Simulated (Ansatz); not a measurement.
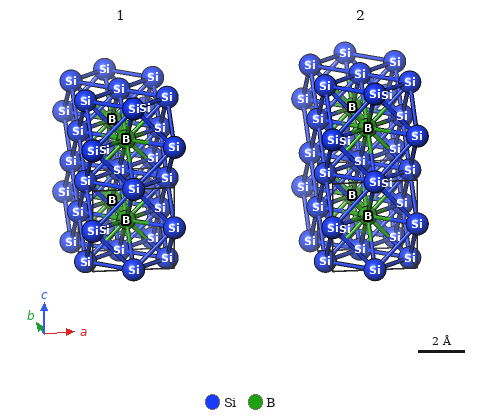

Two geometries of crystalline Si$_{3}$B (a generated structure, set up in P4/mmm) (coarse preliminary run), drawn at one scale. One is the start of a relaxation, the other its converged end. Style: ball-and-stick. Shown: the cell of the calculation, repeated 1 × 2 × 2 with one cell outlined, slightly off an axis.

Computed with DFT PBE, scalar-relativistic, plane waves, PAW (Ansatz 0.2.0). (plane-wave cutoff 420 eV; k-point mesh 4 × 4 × 4; occupations gaussian; smearing width 0.1 eV; no spin polarisation; cell and atoms relaxed; force threshold 0.04 eV/Å; at most 70 steps)

**Which one is relaxed?**

Structure 1 is the relaxed one. The energy falls by 109 meV per atom in 4 accepted moves (5 points after the start). All forces vanish by symmetry, so only the cell relaxes. The pressure goes from −11.42 to −0.06 GPa. The SCF was repeated once at an unchanged geometry on a basis and grid sized afresh for the cell, which shifted the energy by 0.4 meV per atom at most. The atoms keep their places relative to the cell (all moves are under 0.005 Å). Cell: a = b 3.776 → 3.647 Å (−3.4 %), c 3.985 → 3.650 Å (−8.4 %). Volume −14.5 %. Among the contacts that change: Si–Si 2.745 → 2.580 Å, B–Si 2.745 → 2.580 Å, B–Si 2.670 → 2.579 Å, Si–Si 2.670 → 2.579 Å. The space group (tolerance 0.01 Å) goes from P4/mmm (No. 123) to Pm-3m (No. 221).

Limits of the set-up: the k-point mesh is coarse for a cell with partly filled bands.
